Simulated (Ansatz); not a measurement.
# B2H4N: ladder of basis sets from a Python script

Wanted for B2H4N: a ladder of basis sets.

Computed with Ansatz 0.2.0, driven from Python. The levels of theory stand in the script.

### Step 1. The system

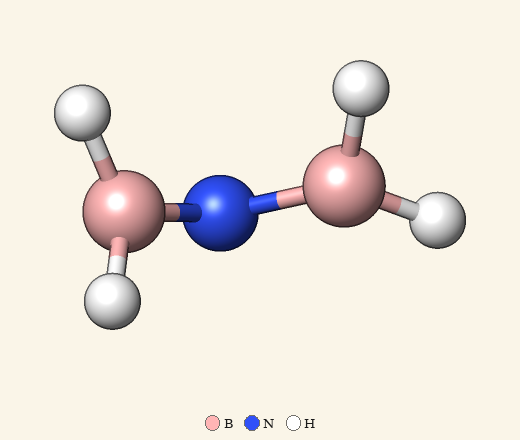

The starting structure, viewed from a chosen angle; boron pink, nitrogen blue, hydrogen white.

No structure file is read: the coordinates are typed or built in the script.

### Step 2. Script

File basis_b2h4n.py:

```python
# -*- coding: utf-8 -*-
'''Basis-set convergence for B2H4N.'''

import warnings

import ansatz as az

warnings.simplefilter('ignore', az.DeckWarning)

system = (
    az.Crystal.molecule()
    .atom('B', (-0.8622, 0.0442, -0.7344))
    .atom('N', (-0.4247, -0.7955, 0.3945))
    .atom('B', (0.9293, -0.3054, 0.7936))
    .atom('H', (-1.6256, -0.3466, -1.5065))
    .atom('H', (-0.9364, 1.2568, -0.6227))
    .atom('H', (1.057, 0.6752, 1.4803))
    .atom('H', (1.9239, -0.5966, 0.1495))
)

calc = system.calculation().functional('B3LYP', dispersion='d4').spin('collinear', total=1)

energies = {}
for basis in ['STO-3G', '6-31G', '6-31G*', 'def2-SVP', 'def2-SVPD', 'def2-TZVP', 'def2-TZVPP']:
    rep = calc.basis(gaussian=basis).run().report
    size = rep['n_frozen'] + rep['n_occupied'][0] + rep['n_virtual'][0]
    energies[basis] = (rep['reference_energy_ev'] / 27.211386246, rep['free_energy_ev'] / 27.211386246)
    print(f'{basis:14s} {size:4d} orbitals  reference {energies[basis][0]:14.6f} Ha  total {energies[basis][1]:14.6f} Ha')

last = energies['def2-TZVPP'][1]
for basis, (_, total) in energies.items():
    print(f'{basis:14s} lies {27.211386 * (total - last):9.4f} eV above def2-TZVPP')
```

### Step 3. What the engine is handed

The engine receives this input (first run):

```yaml
crystal:
  periodic: [false, false, false]
  atoms:
    - { symbol: B, position_ang: [-0.8622, 0.0442, -0.7344] }
    - { symbol: "N", position_ang: [-0.4247, -0.7955, 0.3945] }
    - { symbol: B, position_ang: [0.9293, -0.3054, 0.7936] }
    - { symbol: H, position_ang: [-1.6256, -0.3466, -1.5065] }
    - { symbol: H, position_ang: [-0.9364, 1.2568, -0.6227] }
    - { symbol: H, position_ang: [1.057, 0.6752, 1.4803] }
    - { symbol: H, position_ang: [1.9239, -0.5966, 0.1495] }
basis:
  gaussian:
    orbitals: STO-3G
hamiltonian:
  xc: b3lyp
  dispersion: d4
magnetization:
  spin_polarized: true
  initial_magnetization: 1.0
```

### Step 4. The run

Command:

```sh
$ python basis_b2h4n.py
```

Standard output:

```text
STO-3G           19 orbitals  reference    -105.463077 Ha  total    -105.467956 Ha
6-31G            35 orbitals  reference    -106.768600 Ha  total    -106.773478 Ha
6-31G*           53 orbitals  reference    -106.801836 Ha  total    -106.806715 Ha
def2-SVP         62 orbitals  reference    -106.718215 Ha  total    -106.723093 Ha
def2-SVPD        92 orbitals  reference    -106.725030 Ha  total    -106.729909 Ha
def2-TZVP       117 orbitals  reference    -106.840683 Ha  total    -106.845562 Ha
def2-TZVPP      149 orbitals  reference    -106.841673 Ha  total    -106.846552 Ha
STO-3G         lies   37.5135 eV above def2-TZVPP
6-31G          lies    1.9884 eV above def2-TZVPP
6-31G*         lies    1.0840 eV above def2-TZVPP
def2-SVP       lies    3.3595 eV above def2-TZVPP
def2-SVPD      lies    3.1740 eV above def2-TZVPP
def2-TZVP      lies    0.0269 eV above def2-TZVPP
def2-TZVPP     lies    0.0000 eV above def2-TZVPP
```

Run time: 17 s. Hardware: 1 thread of Arm Neoverse V1, shared host; peak memory 0.29 GiB.

### Step 5. Inputs of later runs

The engine's inputs for some of the other runs:

Run 2, against run 1:

```diff
@@ -13 +13 @@
-    orbitals: STO-3G
+    orbitals: "6-31G"
```

Run 3, against run 1:

```diff
@@ -13 +13 @@
-    orbitals: STO-3G
+    orbitals: "6-31G*"
```

Run 6, against run 1:

```diff
@@ -13 +13 @@
-    orbitals: STO-3G
+    orbitals: def2-TZVP
```

### Step 6. Run by run

The 7 runs, in the order started:

| run | basis | energy (eV) | <S²> | SCF cycles | CPU time (s) |
| --- | --- | --- | --- | --- | --- |
| 1 | STO-3G | -2869.9293 | 0.76 | 15 | 0.82 |
| 2 | 6-31G | -2905.4544 | 0.76 | 18 | 1.3 |
| 3 | 6-31G* | -2906.3588 | 0.76 | 20 | 1.8 |
| 4 | def2-SVP | -2904.0833 | 0.76 | 19 | 1.8 |
| 5 | def2-SVPD | -2904.2688 | 0.76 | 18 | 3.3 |
| 6 | def2-TZVP | -2907.4158 | 0.76 | 20 | 3.4 |
| 7 | def2-TZVPP | -2907.4428 | 0.76 | 20 | 4.4 |

### Step 7. Results

| quantity | value |
| --- | --- |
| runs compared | 7 |
| change of the total from set to set | -35.525, -0.904, +2.275, -0.185, -3.147, -0.027 eV |

What this shows: Against STO-3G: 6-31G -1305.5 mHa, 6-31G* -1338.8 mHa, def2-SVP -1255.1 mHa, def2-SVPD -1262.0 mHa, def2-TZVP -1377.6 mHa and def2-TZVPP -1378.6 mHa. The last step alone is -0.99 mHa (these two sets differ little on atoms other than hydrogen). From the first set to the last the time grows from 0.8 to 4.4 s. Caveats:
- The drop along the ladder measures the basis error, and is no property of the molecule.
- The geometry is a force-field or estimated start, not a minimum of this method, and the last set is no limit. Much of the fall in a total is atomic energy, which cancels in bond and reaction energies.
- The run takes the species as open-shell (spin multiplicity 2), which needn't be its ground state.
- Total less reference energy is the dispersion correction.
- b3lyp holds the VWN-RPA fit, as in Gaussian; the form of ORCA and Turbomole is b3lyp5.
- Totals across families of basis sets mostly measure their core functions.
